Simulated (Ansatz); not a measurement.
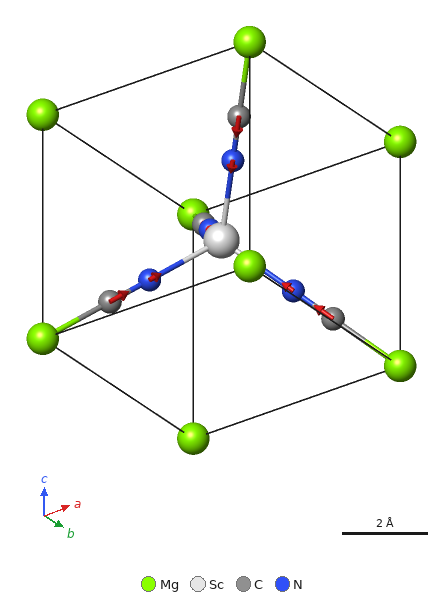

This is a relaxation of a crystal of MgScC₄N₄ (a generated structure, set up in P-43m) (coarse preliminary run). The starting structure is drawn; red arrows show the displacements (the part carried along by the change of the cell is left out), magnified 5 times.

Style: ball-and-stick. Shown: the cell of the calculation, from a free direction.

These are results of DFT PBE, scalar-relativistic, plane waves, PAW (Ansatz), not measurements. Set-up: plane-wave cutoff 420 eV; k-point mesh 4 × 4 × 4; occupations gaussian; smearing width 0.1 eV; collinear spin; cell and atoms relaxed; force threshold 0.04 eV/Å; at most 70 steps.

> Atoms of which element are displaced furthest, and by how much?

Carbon: up to 0.12 Å, against 0.07 Å for nitrogen.

> What happened in the run?

The largest moves relative to the cell, 0.12 Å, are those of C atoms. By element the largest moves are C 0.12 Å, N 0.07 Å. Sc and Mg stay in place. The volume changes by +12.8 %, with a = b = c 6.085 → 6.335 Å (+4.1 %). Near-neighbour distances that change, for instance: C–Mg 1.980 → 2.177 Å, N–Sc 2.120 → 2.135 Å, C–N 1.170 → 1.174 Å. The space group stays P-43m (No. 215). After 4 accepted moves (6 points after the start) the energy has fallen by 78.3 meV per atom. Largest force component: 0.96 eV/Å at the start, 0.011 eV/Å at the end. Pressure: 5.13 GPa at the start and 0.06 GPa at the end. The SCF was repeated twice at an unchanged geometry on a basis and grid sized afresh for the cell, which shifted the energy by 6.7 meV per atom at most.
